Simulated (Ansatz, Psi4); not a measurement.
Intermolecular potential of BBr3 ··· H3N (SMILES BrB(Br)Br and N). Monomers: optimised at B3LYP-D3(BJ) (def2-TZVP), held rigid. Orientation: a higher rigid-body minimum at GFN2-xTB. R is the distance of the centres of mass, along which the second monomer moves.

Geometry at R = 2.71 Å (first 4 atoms: monomer A):
```
8

B     -0.0002     0.0001     0.0002
Br    -1.5209    -1.1474    -0.0933
Br    -0.0291     1.6952    -0.8736
Br     1.5502    -0.5478     0.9667
N      1.2636    -0.9965    -2.0937
H      1.6840    -1.8923    -1.8739
H      0.8043    -1.0910    -2.9923
H      2.0178    -0.3292    -2.2088
```

Methods: SAPT0/jun-cc-pVDZ, frozen core (Psi4); PBE/def2-TZVP, counterpoise-corrected (Psi4); B3LYP/def2-TZVP, counterpoise-corrected (Psi4); MP2/aug-cc-pVTZ = DF-MP2/aug-cc-pVTZ, frozen core, counterpoise-corrected (Psi4); wB97M-V/def2-TZVP, counterpoise-corrected (Psi4); CCSD(T)/aug-cc-pVDZ = CCSD(T) on RHF/aug-cc-pVDZ, cores with 3d frozen, counterpoise-corrected run with Ansatz (an electronic-structure program).

Cost and agreement with CCSD(T)/aug-cc-pVDZ over the 11 points of the scan, with CCSD(T)/aug-cc-pVDZ as yardstick. Costs are rough ratios of core time within Psi4 on shared cores, each with its mean field (Kohn-Sham runs search longer for lower solutions than correlated ones do); the miss is the largest difference from CCSD(T) of the interaction energy, in kJ/mol.

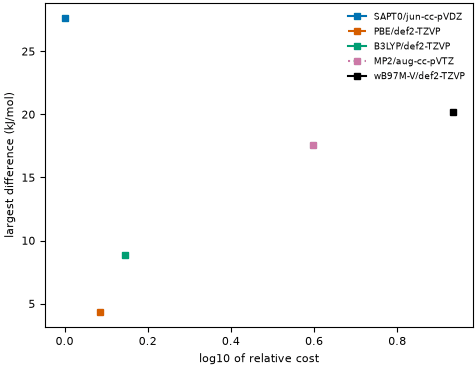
Figure. Miss against cost, one point a level.

```json
[
 {"level": "SAPT0/jun-cc-pVDZ", "relative cost": "1", "largest difference": "27.63"},
 {"level": "PBE/def2-TZVP", "relative cost": "1", "largest difference": "4.33"},
 {"level": "B3LYP/def2-TZVP", "relative cost": "1", "largest difference": "8.82"},
 {"level": "MP2/aug-cc-pVTZ", "relative cost": "4", "largest difference": "17.58"},
 {"level": "wB97M-V/def2-TZVP", "relative cost": "9", "largest difference": "20.21"}
]
```

Costs within a factor of two of each other count as equal.
